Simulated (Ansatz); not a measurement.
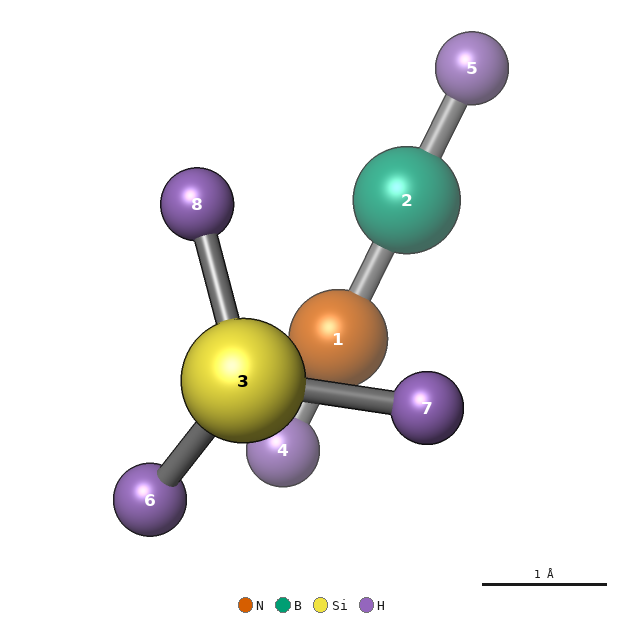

Orthographic view. Atoms fade into the background with distance from the viewer. State: neutral, doublet. The computed structure is the end point of a PBE-D4/def2-SVP optimisation. No frequency run is at hand to confirm it as a minimum.

Give the distance matrix in Å.

```tsv
atom	N1	B2	Si3	H4	H5	H6	H7	H8
N1	0.00							
B2	1.25	0.00						
Si3	3.46	3.86	0.00					
H4	1.01	2.26	3.45	0.00				
H5	2.44	1.19	4.54	3.45	0.00			
H6	3.18	4.02	1.51	2.76	4.97	0.00		
H7	3.38	3.64	1.50	3.51	4.22	2.49	0.00	
H8	3.44	3.46	1.50	3.74	3.88	2.49	2.49	0.00
```
